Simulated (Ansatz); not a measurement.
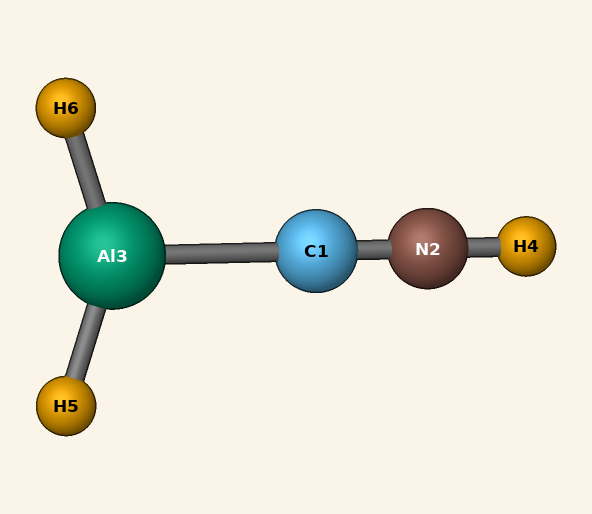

The questions are on Mulliken charges. The species has charge +1 and is a spin singlet. The geometry was computed by an optimisation with PBE0-D4/def2-TZVP. No frequency run is at hand to confirm it as a minimum. Level of theory: RKS PBE0-D4/def2-TZVP (Ansatz 0.2.0).

**Which atom carries the highest charge (most positive or least negative)?**

Al3 (0.56 e).

**And the lowest?**

C1 (−0.02 e).

Give the Mulliken charges atom by atom.

```json
{"atom": "C1", "value (e)": "−0.02"}
{"atom": "N2", "value (e)": "0.04"}
{"atom": "Al3", "value (e)": "0.56"}
{"atom": "H4", "value (e)": "0.39"}
{"atom": "H5", "value (e)": "0.02"}
{"atom": "H6", "value (e)": "0.02"}
```

Mulliken values depend strongly on the basis set and can even reverse the polarity of a bond.
